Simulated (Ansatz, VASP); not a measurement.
# PtS2: VASP beside Ansatz

Aim: how closely do two programs agree when they are given the same cell, functional and k mesh?

Program: Ansatz 0.2.0. Level of theory: plane waves, with VASP 6.6.1 beside it; zone-centre phonons at PBEsol and relaxation of cell and atoms at r2SCAN. Results are calculated unless marked as measured.

### 1. The structure

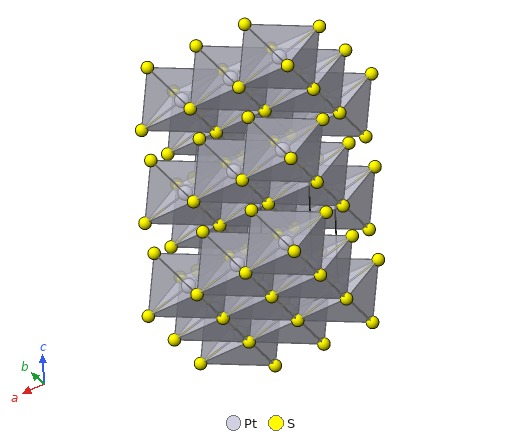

The starting structure, seen from a free direction (platinum light grey, sulfur yellow). 2×2×2 cells are drawn. Some periodic images of atoms are drawn too.

### 2. Ansatz: zone-centre phonons, PBEsol

Ansatz runs on its default PAW (the set named soft_2) files.

Second derivatives magnify differences that forces hide, and they need a tight electronic threshold.

Input file input.yaml:

```yaml
crystal:
  lattice:
    - [3.5682178467, 0.0, 0.0]
    - [-1.7841089234, 3.0901673015, 0.0]
    - [0.0, 0.0, 4.6548663773]
  atoms:
    - { symbol: Pt, position: [0.0, 0.0, 0.0] }
    - { symbol: S, position: [0.6666666667, 0.3333333333, 0.743562717] }
    - { symbol: S, position: [0.3333333333, 0.6666666667, 0.256437283] }
hamiltonian:
  xc: pbesol
  pseudopotentials: { kind: paw }
kpoints:
  mp_grid: { grid: [14, 14, 10] }
scf:
  occupations: { method: fixed }
phonons:
  method: dfpt
  qpoints: [[0, 0, 0]]
  dielectric: true
  rigid_motions: translations
```

On the command line:

```bash
$ ansatz run input.yaml --threads 4 --pin off --max-ram 9216MiB --backend cpu --events-out ev --progress --plain --runs-dir out
```

Numbers of over 12 decimals in the logs are rounded to 6 here.

The program printed:

```text
Engine: ansatz 0.2.0, aarch64-unknown-linux-gnu
Pseudopotentials: kind: paw
Pseudopotential: Pt, paw, valence charge 18, recommended cutoff 420 eV (normal), Pt.paw.azcp
Pseudopotential: S, paw, valence charge 6, recommended cutoff 420 eV (normal), S.paw.azcp
Functional definition: PBEsol
  exchange = pbesol_x
  correlation = pbesol_c
Crystal: 3 atoms, lattice volume = 51.326 Å³
Basis set: ecut = 420 eV, 981 PW (Γ), exchange–correlation on 48×48×64 points (8 copies of the dense FFT grid, shifted against one another)
Bands: 19, of which v1, the nominal top of the filled ones, is band 15 counted from 1 (14 counted from 0)
Symmetry: 12 space group operations
k-points: 534 of 1960 (irreducible under 2 space group operations, time reversal used)
Non-local potential: Pt, projectors of the file, l = 0: 3, l = 1: 2, l = 2: 2, l = 3: 1
Non-local potential: S, projectors of the file, l = 0: 2, l = 1: 2, l = 2: 2
PAW form: soft (Blöchl's): semilocal exchange-correlation on the pseudo side does not see the compensation charge
PAW frozen core: Pt, regenerated for the run's functional, and the local potential with it (the file was generated under x = pbe(κ = 0.804, μ = 0.219515), c = pbe(β = 0.066725))
PAW frozen core: S, regenerated for the run's functional, and the local potential with it (the file was generated under x = pbe(κ = 0.804, μ = 0.219515), c = pbe(β = 0.066725))
PAW one-centre angular grid: Pt, 590 points (default); XC on 64 Gauss nodes
PAW one-centre angular grid: S, 110 points (default); XC on 64 Gauss nodes
Initial density: superposition of atomic densities (neutral atoms: chi_scale 0, normalization atom), corrected by the library's trained network
Initial wavefunctions: pseudopotential atomic-orbital guess
Functional: x = pbesol(κ = 0.804, μ = 0.123457), c = pbesol(β = 0.046)
SCF iter   1: F=—  HF=-14154.882376 eV  |F-HF|=—  |Δ(HF+E_count)|=         —  Δρ=4.53e-3  dr2=1.11e-2  ethr=1.77e-3  ⟨swp⟩=4.8  Hψ=44417  notcnv=0  defer=1065
preconditioner: auto → Resta (q_TF=auto, 2.495 Å⁻¹)  ε∞=7.3  [insulator: Δε(μ)=0.027 eV  Ē_g=9.724 eV  n_scr=20 (ndim 8)  ℏωp=24.3 eV  f_vac=0.004  ε∞_Penn≈7.3]
SCF iter   2: F=—  HF=-14154.880776 eV  |F-HF|=—  |Δ(HF+E_count)|=   1.60e-3  Δρ=2.45e-3  dr2=2.94e-3  ethr=3.69e-5  ⟨swp⟩=2.0  Hψ=18661  notcnv=0  defer=1068
SCF iter   3: F=—  HF=-14154.880255 eV  |F-HF|=—  |Δ(HF+E_count)|=   5.21e-4  Δρ=7.14e-4  dr2=3.29e-4  ethr=9.80e-6  ⟨swp⟩=2.0  Hψ=17064  notcnv=0  defer=1068
SCF iter   4: F=—  HF=-14154.880216 eV  |F-HF|=—  |Δ(HF+E_count)|=   3.86e-5  Δρ=2.37e-4  dr2=2.81e-5  ethr=1.10e-6  ⟨swp⟩=2.9  Hψ=17066  notcnv=0  defer=521
SCF iter   5: F=—  HF=-14154.880227 eV  |F-HF|=—  |Δ(HF+E_count)|=   1.09e-5  Δρ=5.93e-5  dr2=1.61e-6  ethr=9.38e-8  ⟨swp⟩=2.0  Hψ=14907  notcnv=0
SCF iter   6: F=—  HF=-14154.880230 eV  |F-HF|=—  |Δ(HF+E_count)|=   3.24e-6  Δρ=2.02e-5  dr2=1.52e-7  ethr=5.38e-9  ⟨swp⟩=2.1  Hψ=14662  notcnv=0
SCF iter   7: F=—  HF=-14154.880231 eV  |F-HF|=—  |Δ(HF+E_count)|=   1.50e-7  Δρ=3.10e-6  dr2=6.77e-9  ethr=5.06e-10  ⟨swp⟩=2.0  Hψ=15668  notcnv=0
SCF iter   8: F=—  HF=-14154.880231 eV  |F-HF|=—  |Δ(HF+E_count)|=   3.87e-9  Δρ=6.45e-7  dr2=2.90e-10  ethr=2.26e-11  ⟨swp⟩=2.0  Hψ=15153  notcnv=0
SCF iter   9: F=-14154.880231 eV  HF=-14154.880231 eV  |F-HF|=5.46e-12  |Δ(HF+E_count)|=  1.58e-10  Δρ=1.39e-7  dr2=1.19e-11  ethr=1.00e-12  ⟨swp⟩=7.6  Hψ=58242  notcnv=0
SCF 1 converged in 9 iterations: F = -14154.880231 eV  dr2 = 1.19e-11
  greatest PAW one-centre occupation: 1.000 electrons in one spin orbital (limit 2), on the Pt atom at site 0 (counted from 0), in its partial waves of l = 0
NSCF: frozen V_eff on 534 k-points
NSCF: frozen V_eff on 202 k-points
WARN: response: filled and empty bands overlap between k-points by at least 0.037815 eV. The response is that of the bands as a fill by count takes them. With its lowest levels filled, this crystal is a metal, whose carriers screen fields and displacements
DFPT response loops at Γ: preconditioner auto → none (the input reference at scf.mixing.eps_inf says where Resta's filter doesn't serve); β = 0.50; Broyden in place of MSR1
── the response to a field inside a basis, on 20×20×14 k-points: an SCF that follows is theirs, and a resumed run solves both again ──
Bands: 16, of which v1, the nominal top of the filled ones, is band 15 counted from 1 (14 counted from 0)
k-points: 1470 of 5600 (irreducible under 4 space group operations)
Initial density: handed on by an earlier stage of this run
Initial wavefunctions: pseudopotential atomic-orbital guess (no wavefunctions were taken with the density)
Eigensolver: Dense (1470 Hₖ)
SCF iter   1: F=—  HF=-14154.875553 eV  |F-HF|=—  |Δ(HF+E_count)|=         —  Δρ=3.04e-4  dr2=7.04e-6  ethr=1.00e-1
preconditioner: auto → Resta (q_TF=auto, 2.495 Å⁻¹)  ε∞=12.6  [insulator: Δε(μ)=0.019 eV  Ē_g=7.143 eV  n_scr=20 (ndim 8)  ℏωp=24.3 eV  f_vac=0.002  ε∞_Penn≈12.6]
SCF iter   2: F=—  HF=-14154.875554 eV  |F-HF|=—  |Δ(HF+E_count)|=   9.21e-7  Δρ=1.56e-4  dr2=1.79e-6  ethr=2.35e-8
SCF iter   3: F=—  HF=-14154.875554 eV  |F-HF|=—  |Δ(HF+E_count)|=   5.98e-7  Δρ=1.45e-5  dr2=1.05e-7  ethr=5.98e-9
SCF iter   4: F=-14154.875554 eV  HF=-14154.875554 eV  |F-HF|=5.28e-10  |Δ(HF+E_count)|=   9.66e-9  Δρ=4.49e-6  dr2=5.30e-9  ethr=3.50e-10
SCF 1 converged in 4 iterations: F = -14154.875554 eV  dr2 = 5.30e-9
DFPT response loops at Γ: preconditioner auto → Resta (q_TF=auto, 2.495 Å⁻¹)  ε∞=55.8 (no band partly filled); β = 1.00, the filter's whole step (`scf.mixing.beta` (0.50) is not read by the response loops at its default; to damp them type it under 1.00, their step now; it binds the ground state too); Broyden in place of MSR1
response: filled and empty bands overlap between k-points by at least 0.030367 eV. The response is that of the bands as a fill by count takes them. With its lowest levels filled, this crystal is a metal, whose carriers screen fields and displacements
WARN: field response: inside a basis, on 20×20×14 points, no mesh in reach settles it: take ε∞, Z* and everything formed from them with what they may err, as stated (eps_inf_uncertainty, zstar_uncertainty_e), and compare with field_mesh: kpoints on a denser kpoints.mp_grid
WARN: field response: ε∞ stands inside a basis, on 20×20×14 points; the force constants stand on the 14×14×10 k-mesh, whose period is 10.66 times the interband length at k = (0.0000, 0.1429, 0.2000), direct gap 1.019 eV, under 14: take them and everything formed from them as unconverged, and compare with a denser kpoints.mp_grid
SCF converged after 9 iterations
Free energy (F): -14154.880231 eV
Harris-Foulkes:  -14154.880231 eV  (|F-HF|=5.46e-12)
Internal energy: -14154.880231 eV  (E = F + TS)
E sigma→0 (E₀):  -14154.880231 eV
Fermi energy:    12.580387 eV
--- Per-component energies (eV) ---
  E_band       = -287.160177
  E_kinetic    = 851.293799
  E_local      = -2786.329551  (includes V_loc(G=0)·N_el)
  E_nonlocal   = 258.900726
  E_hartree    = 1083.745004
  E_xc         = -453.163035
  E_vxc        = -477.989246  (∫ρ·V_xc dr)
  E_paw        = -10484.087848  (= ΣΔE_a)
  E_vpaw       = -300.526133  (= ΣTr[D̂ρ^β])
  E_aug_tail   = 0.000179  (compensation charges beyond the density's cutoff)
  E_ewald      = -2625.650384
  E_core_change = 0.410880  (= ΣΔE_core)
  E_smearing   = -0.000000  (= −TS)
  E_closure    = 0.000000  (closes the sum)
  Σ components = -14154.880231   (vs F -14154.880231, Δ=0.00e0)
--- Band table (eV; the first three rows and the last of 534) ---
  k-point 0: bands = [... 11 lower, 10.0389, 10.9203, 10.9203, 12.5804, 13.7666, 13.7666, 15.9672, 17.5234]
  k-point 1: bands = [... 11 lower, 10.0131, 10.8639, 10.8639, 12.3870, 13.8663, 13.8663, 16.0748, 17.7313]
  k-point 2: bands = [... 11 lower, 9.9190, 10.7259, 10.7259, 11.9285, 14.1270, 14.1270, 16.3941, 18.2285]
  k-point 533: bands = [... 11 lower, 8.8948, 9.1450, 9.6667, 11.0984, 13.2468, 13.5170, 17.3396, 19.6485]
--- Phonons (Γ-DFPT): 4 representative perturbations + reference, on 534 of 1960 k-points (Σ response iterations 12) ---
  k mesh reduced under 2 symmetry operations, with k and −k counted as one. Each operation leaves every solved perturbation unchanged. A smaller set is not considered because the run solves the response to a homogeneous field
  ASR residual: 3.927e-5 → 0.000e0 eV/Å²; symmetrization residual: 2.104e-5 eV/Å²
  ASR residual per site (eV/Å²): 2.28e-5 3.93e-5 3.93e-5
  Γ frequencies (cm⁻¹): 0.00 0.00 0.00 299.68 299.68 308.46 308.46 323.28 330.63
  ε∞ (high-frequency dielectric tensor):
       30.761621    -0.000000    -0.000000
        0.000000    30.761621     0.000000
       -0.000000     0.000000    20.031925
  ε⁰ (static dielectric tensor: ions relaxed, cell fixed):
       33.187374    -0.000000    -0.000000
       -0.000000    33.187374     0.000000
       -0.000000     0.000000    20.149440
  ε⁰ − ε∞ (ionic part):
        2.425753    -0.000000     0.000000
       -0.000000     2.425753     0.000000
        0.000000     0.000000     0.117515
  softest optical mode at Γ: 299.68 cm⁻¹; the repairs (sum rule, projections) moved no ω² at Γ by more than (1.39 cm⁻¹)²
  Born effective charges Z* (e; rows j = field, columns β = displacement):
    site 0:
         3.40859    0.00000    0.00000
         0.00000    3.40859    0.00000
         0.00000    0.00000   -0.78628
    site 1:
        -1.70429   -0.00000   -0.00000
        -0.00000   -1.70429   -0.00000
        -0.00000   -0.00000    0.39314
    site 2:
        -1.70429   -0.00000   -0.00000
        -0.00000   -1.70429   -0.00000
        -0.00000   -0.00000    0.39314
  Z* charge neutrality: 9.580e-4 e pre-enforcement
  solved inside a basis spanned on kpoints, on 20×20×14 k-points, which do not settle them: ε∞ is read to err by 2.5e0, Z* by 2.8e-1 e (field_mesh: kpoints solves on kpoints); Z* is corrected for what the basis lacks
  optical modes at Γ without the LO–TO term, one row a degenerate level:
      ω (cm⁻¹)  modes    IR ((D/Å)²/amu)
        299.68      2             0.0000
        308.46      2            11.1088
        323.28      1             0.2956
        330.63      1             0.0000
  optical modes at Γ + LO–TO along q̂ = [1.0000, 0.0000, 0.0000]:
      ω (cm⁻¹)  modes    IR ((D/Å)²/amu)
        299.68      2             0.0000
        308.46      1             5.5544
[...]
optical modes at Γ + LO–TO along q̂ = [0.0000, 1.0000, 0.0000]:
      ω (cm⁻¹)  modes    IR ((D/Å)²/amu)
[...]
308.46      1             5.5544
        320.40      1             5.5544
        323.28      1             0.2956
        330.63      1             0.0000
  optical modes at Γ + LO–TO along q̂ = [0.0000, 0.0000, 1.0000]:
      ω (cm⁻¹)  modes    IR ((D/Å)²/amu)
        299.68      2             0.0000
        308.46      2            11.1088
        324.23      1             0.2956
        330.63      1             0.0000
--- Phonons (arbitrary-q DFPT): 1 explicit q-point ---
  q = [0, 0, 0] (of the zone-centre solve; hermiticity 1.21e-6, symmetrization 5.67e-7): -0.00 -0.00 0.00 299.68 299.68 308.46 308.46 323.28 330.63
  sum rule: each row above includes the acoustic sum rule's correction from the zone centre's row sums; it moved no ω² by more than (0.58 cm⁻¹)²
```

The job ended after 3.7 min (4 threads of Arm Neoverse V1, shared host; peak memory 4.6 GiB).

(Continued in part 2 of 3.)

[Lines on the potential files, build, host, timing and source positions are cut from VASP's logs without a mark.]

[Logs are printed without paths, hosts, clocks, repeated set-up lines and the standing remarks that a program may print on its own settings, such as how far it seeks lower states.]

[Hosts, paths, dates, database ids (printed as entryN), source tags and the programs' standing remarks are cut or masked in the printed files.]
